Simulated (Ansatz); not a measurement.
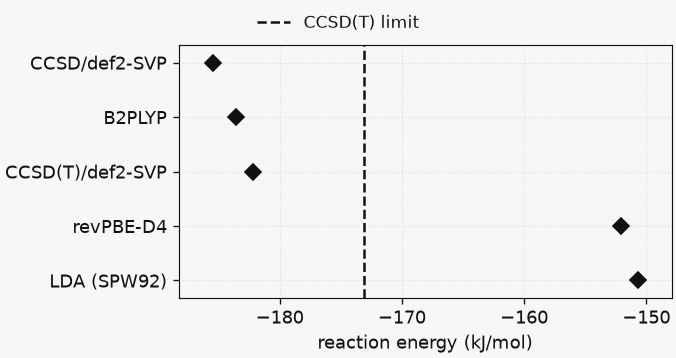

Electronic reaction energy of AlSiNH₆O ([NH2][Al]([OH])[SiH3]) + HF (F) → AlNH₃OF ([NH2][Al]([OH])[F]) + SiH₄ ([SiH4]) (SMILES in brackets) at several levels (functionals in def2-TZVPP unless a basis is named), isolated molecules at PBE0-D4 triple-zeta geometries, minima by their frequencies, no zero-point or thermal terms, the Ansatz code 0.2.0. The line is frozen-core CCSD(T) at the basis limit (MP2 extrapolated from triple and quadruple zeta, plus CCSD(T) less MP2 in a smaller set). B2PLYP holds a correlation term that converges slowly with the basis, so part of the distance to the limit is basis error. No dispersion term is added to B2PLYP. The distance of CCSD/def2-SVP and CCSD(T)/def2-SVP to the limit includes basis error.

Question: Which level comes closest to the line (CCSD(T) limit), and which misses most?

Answer: Closest CCSD(T)/def2-SVP (−182.2 kJ/mol), against −173.1 kJ/mol; farthest LDA (SPW92) (−150.7 kJ/mol).

Question: What do zero-point energy and temperature add?

Answer: Zero-point change −0.7 kJ/mol; at 298.15 K and 1 bar the CCSD(T) limit plus thermal terms gives an enthalpy of reaction of −177.5 and a free energy of −171.1 kJ/mol (harmonic PBE0-D4 modes, ideal gas).
